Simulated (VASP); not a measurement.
Band structure of YN (rock salt). All values below come from PBE GGA with D3 dispersion (zero damping), VASP's PBE PAW potentials (set 64) (plane waves; VASP).

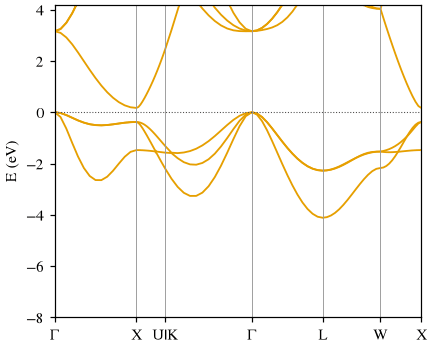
Fig. 1. Bands along high-symmetry lines, zero at the valence-band maximum or, without a gap, the Fermi level

Read the plot: is there a gap, and where are the band edges?

The gap is indirect, 0.17 eV, from the valence maximum at Γ to the conduction minimum at X. (Edges off the drawn lines would not show.)

The compound is YN in the rock salt structure. It was relaxed first.
